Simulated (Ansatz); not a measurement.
Start from GaN in the zinc blende structure (space group F-43m, No. 216; a = 4.4979 Å). Axes: x, y, z lie along the cube axes.

Perturbation: uniaxial strain ε_zz = −1.50 %, all other strain components held at zero, atoms relaxed at fixed cell.

Method: r2SCAN (Ansatz, a program for electronic structure, PAW, without spin-orbit coupling).

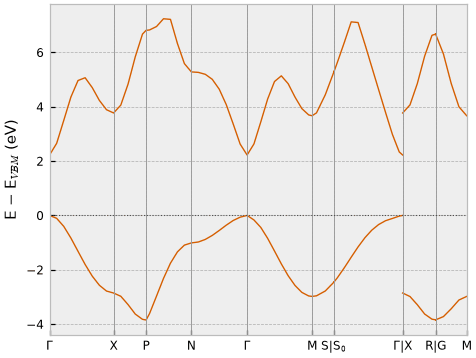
Figure: Highest valence and lowest conduction band along the path of the changed cell's own zone

Read the changed gap and its character from the plot.

About 2.2 eV, direct at Γ.

Whether these cells are dynamically stable was not tested. This is not the structure that GaN has at room temperature and ambient pressure. Labels are those of the standard path for the cell's own space group.
